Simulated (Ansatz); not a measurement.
**CH5NSi···HF: density, localisation and related maps**

```yaml
atoms:
  - { symbol: Si, position_ang: [-0.7214, 0.7182, 0.0976] }
  - { symbol: F, position_ang: [1.7529, -1.0748, -1.3394] }
  - { symbol: N, position_ang: [-0.0114, 0.8530, -1.3692] }
  - { symbol: H, position_ang: [1.1522, -0.3186, -1.5121] }
  - { symbol: H, position_ang: [-1.8277, 1.5979, 0.6082] }
  - { symbol: C, position_ang: [-0.1085, -0.6350, 1.2283] }
  - { symbol: H, position_ang: [-0.3043, 1.5785, -2.0357] }
  - { symbol: H, position_ang: [0.2944, -0.2206, 2.1753] }
  - { symbol: H, position_ang: [0.6927, -1.1512, 0.6610] }
  - { symbol: H, position_ang: [-0.9191, -1.3472, 1.4863] }
```

All numbers below come from RKS BLYP/def2-SVP in Ansatz.

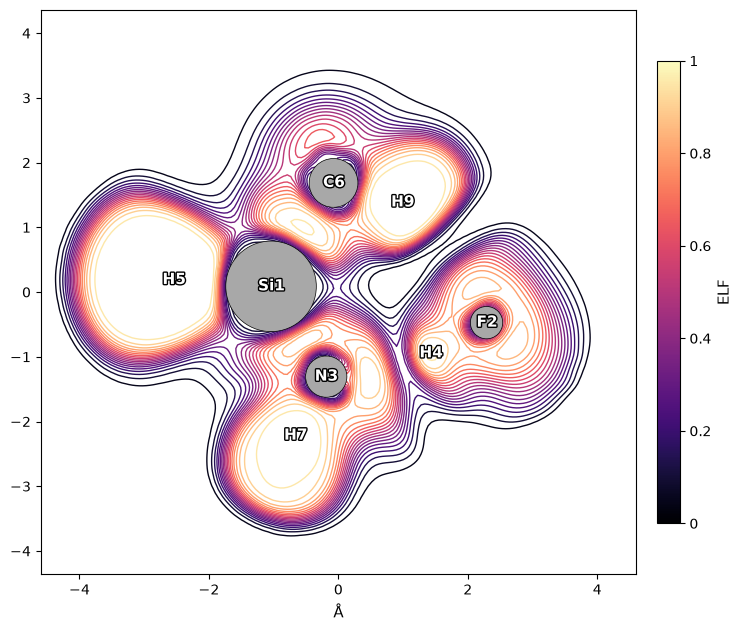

Figure 1. Electron localisation function on the plane of atoms Si1, N3 and H7. Grey discs cover the atomic cores.

### Read the bonding off the picture.

The plane passes through Si, F, N, H and C nuclei.
N3···H4 (1.66 Å): the ELF dips to about 0.25 between them (by its geometry a hydrogen bond between the two molecules, with no shared pair).
Si–N (1.64 Å): the ELF peaks at about 0.90 between the atoms: a short, strongly polar bond.
C–Si (1.87 Å): the ELF peaks at about 0.95 between the atoms (a covalent bond).
F–H (0.98 Å): the ELF climbs to about 0.95 towards the hydrogen, as it does in any bond to H: a covalent bond by its length.
N–H (1.03 Å): the ELF climbs to about 1 towards the hydrogen: a covalent bond by its length.
The ELF also peaks beside F2, away from the bonds: lone-pair regions.

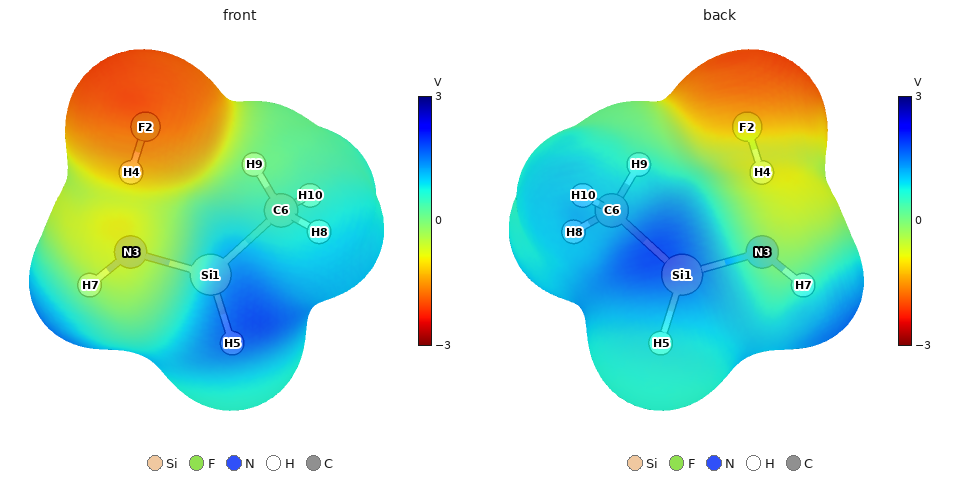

Figure 2. The electrostatic potential painted on the density surface at 0.002 e/bohr³, seen from the front and from behind; red is negative and blue positive.

### Which sites attract a positive test charge, and which a negative one?

A positive charge is drawn to the negative regions and a negative charge to the positive ones. The most negative region (about −2.0 V) lies over F2, the most positive (about +1.9 V) over Si1.
